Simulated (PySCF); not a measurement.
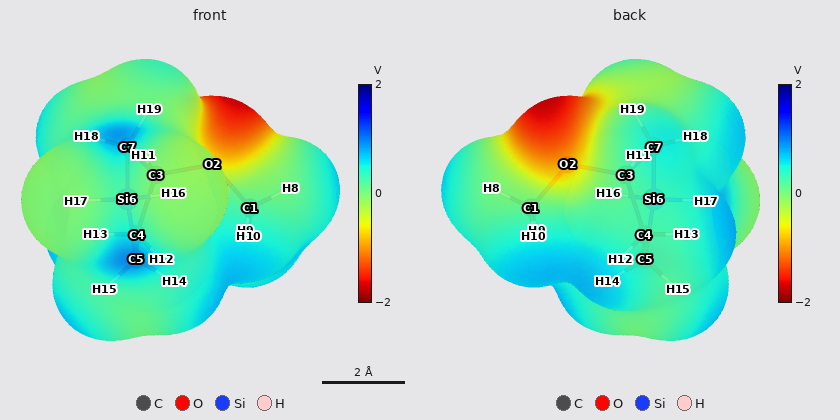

Figure 1: C$_{5}$H$_{12}$OSi (SMILES CO[C@H]1CC[SiH2]C1). The molecular electrostatic potential painted on the density surface at 0.002 e/bohr³, seen from the front and from behind; the colour scale runs from red (negative) to blue (positive).

Geometry: GFN2-xTB.

All numbers below come from PBE0/pcSseg-1, SCF density, in a cyclohexane solvent model, non-relativistic (PySCF).

| atom | x (Å) | y (Å) | z (Å) |
| --- | --- | --- | --- |
| C | 1.9219 | 0.5838 | 0.9825 |
| O | 1.7468 | -0.0727 | -0.2429 |
| C | 0.5836 | -0.8649 | -0.4816 |
| C | -0.4172 | -1.0323 | 0.6677 |
| C | -1.3293 | 0.1947 | 0.8096 |
| Si | -1.3769 | 0.9986 | -0.9212 |
| C | -0.1774 | -0.2670 | -1.6763 |
| H | 2.8916 | 1.0755 | 0.9022 |
| H | 1.1577 | 1.3452 | 1.1667 |
| H | 1.9545 | -0.1096 | 1.8309 |
| H | 0.9765 | -1.8589 | -0.7508 |
| H | 0.0904 | -1.2700 | 1.6036 |
| H | -1.0310 | -1.8971 | 0.4064 |
| H | -0.9405 | 0.8807 | 1.5613 |
| H | -2.3108 | -0.1160 | 1.1656 |
| H | -0.8568 | 2.3687 | -0.9145 |
| H | -2.7057 | 0.9556 | -1.5368 |
| H | -0.7170 | -1.0615 | -2.1917 |
| H | 0.5396 | 0.1471 | -2.3808 |

Where is the surface potential most negative and most positive?

Answer. The most negative region (about −1.7 V, or −39 kcal/mol for a unit charge) lies over O2, the most positive (about +0.9 V, or +21 kcal/mol for a unit charge) over Si6. O2 is the likeliest acceptor of a hydrogen bond.
